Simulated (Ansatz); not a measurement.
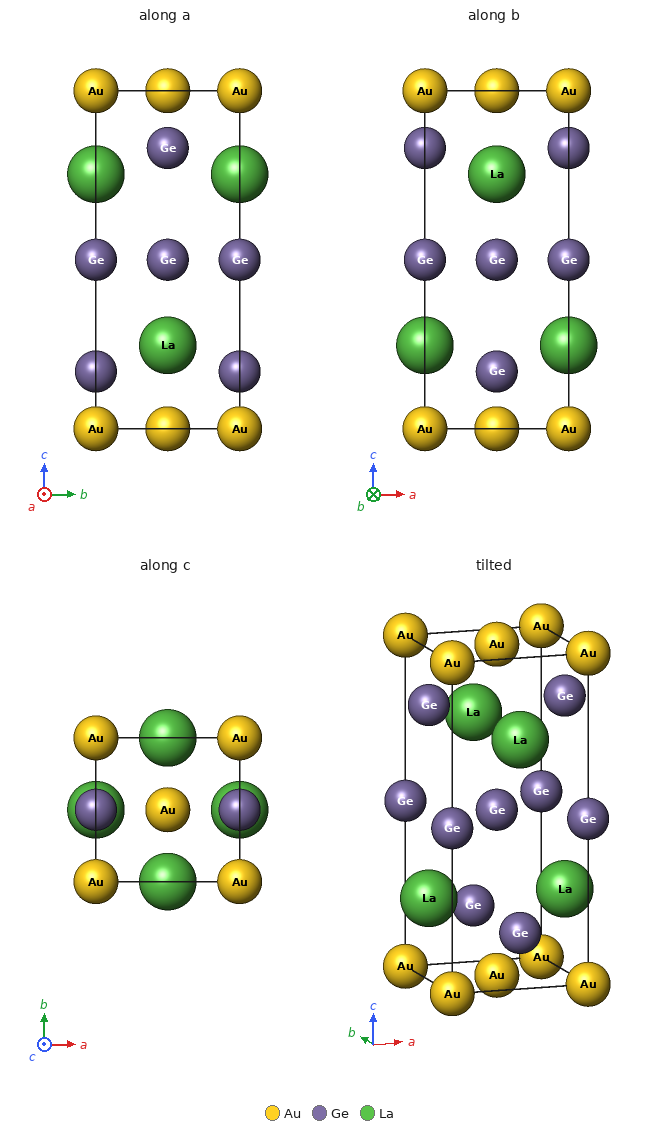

View along the a axis, along the b axis, along the c axis and slightly off an axis, drawn as a spheres-only model. The wireframe shows the conventional unit cell.

Lattice parameters: a = 4.1158 Å, b = 4.1158 Å, c = 9.6791 Å, α = 90.000°, β = 90.000°, γ = 90.000°.

Question: Give the structure in the form of a CIF with its space group and independent sites, with free fractional coordinates to two decimals.

Answer:
```cif
data_structure
_symmetry_space_group_name_H-M 'P 4/n m m :1'
_symmetry_Int_Tables_number 129
_cell_length_a 4.1158
_cell_length_b 4.1158
_cell_length_c 9.6791
_cell_angle_alpha 90.000
_cell_angle_beta 90.000
_cell_angle_gamma 90.000
_cell_volume 163.96
loop_
_atom_site_label
_atom_site_type_symbol
_atom_site_symmetry_multiplicity
_atom_site_Wyckoff_symbol
_atom_site_fract_x
_atom_site_fract_y
_atom_site_fract_z
_atom_site_occupancy
Au1 Au 2 a 0.00 0.00 0.00 1
Ge1 Ge 2 c 0.50 0.00 0.17 1
La1 La 2 c 0.50 0.00 0.75 1
Ge2 Ge 2 b 0.00 0.00 0.50 1
```

The model is a generated cell, made by putting these elements into a known structure type (the compound may or may not exist in this form); its atoms and cell weren't optimised. It went into a calculation with Ansatz.

At this level of theory the cell isn't at rest (compressed, at 13 GPa and forces up to 1.4 eV/Å), so its distances can differ from those at equilibrium, the more so the softer the solid.
